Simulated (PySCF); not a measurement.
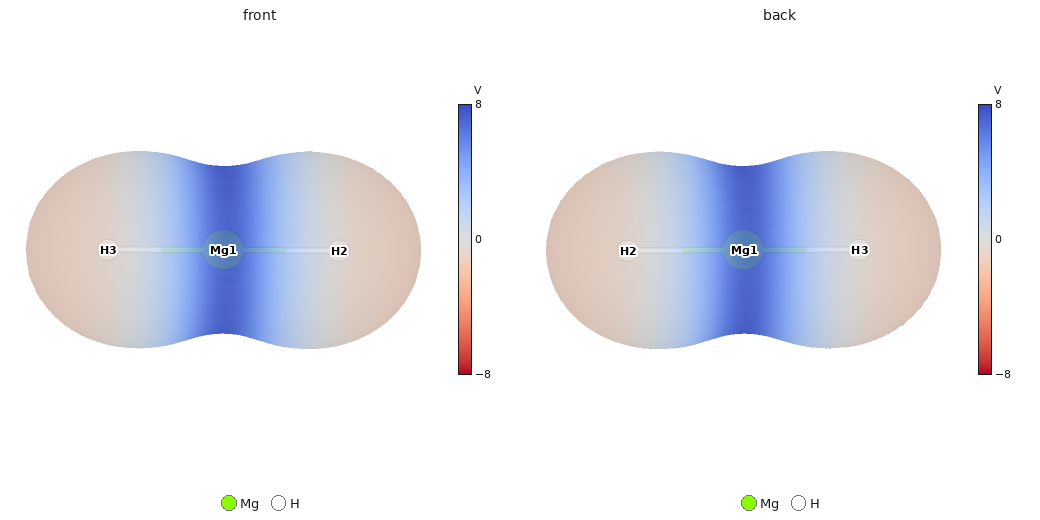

Figure 1: H$_{2}$Mg (magnesium dihydride). The molecular electrostatic potential painted on the density surface at 0.004 e/bohr³, seen from the front and from behind; red is negative and blue positive.

Geometry: PBE0-D3(BJ)/def2-TZVP.

Method: PBE0/aug-cc-pVTZ, SCF density, gas phase (PySCF 2.14.0).

```yaml
atoms:
  - { symbol: Mg, position_ang: [0.0020, -0.0155, -0.0047] }
  - { symbol: H, position_ang: [-1.7035, -0.0126, -0.0058] }
  - { symbol: H, position_ang: [1.7075, -0.0065, -0.0089] }
```

### Describe the electrostatic potential map.

The most negative region (about −1.1 V, or −25 kcal/mol for a unit charge) lies over H2 and H3, the most positive (about +7.2 V, or +166 kcal/mol for a unit charge) over Mg1.
